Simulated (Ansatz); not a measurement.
The figure comes from a scan of MgO (rock salt): the crystal slips on the {100} plane by s times a lattice vector of 4.25 Å, no atom relaxing, γ being the energy change per area. Calculation: PBE (plane waves to 420 eV, PAW, scalar-relativistic; Ansatz, a quantum-chemistry and plane-wave program). k mesh 9×9×9 (Γ-centred), Fermi-Dirac smearing 0.05 eV. Energies are extrapolated to zero smearing. Faults lie only 6.4 Å apart, and holding the cell height and the atoms raises γ above its relaxed value. MgO was relaxed with its symmetry unable to fall. The PAW data are Ansatz's earlier set. The zero of γ is zero shift.

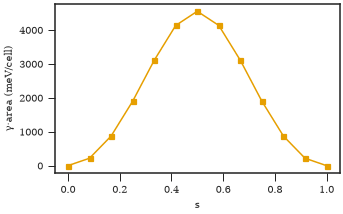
Fig. 1. γ·area (meV/cell) against s; computed points joined by lines (the last repeats the first, one period on).

Q: Turn the plot into a table (rounded to what can be read).

A: To the nearest 100:

| s | γ·area (meV/cell) |
|---|---|
| 0.000 | 0 |
| 0.083 | 200 |
| 0.167 | 900 |
| 0.250 | 1900 |
| 0.333 | 3100 |
| 0.417 | 4100 |
| 0.500 | 4600 |
| 0.583 | 4100 |
| 0.667 | 3100 |
| 0.750 | 1900 |
| 0.833 | 900 |
| 0.917 | 200 |

(The slope of γ gives the shear force per area between the displaced halves; near zero shift its curvature is an elastic stiffness.)
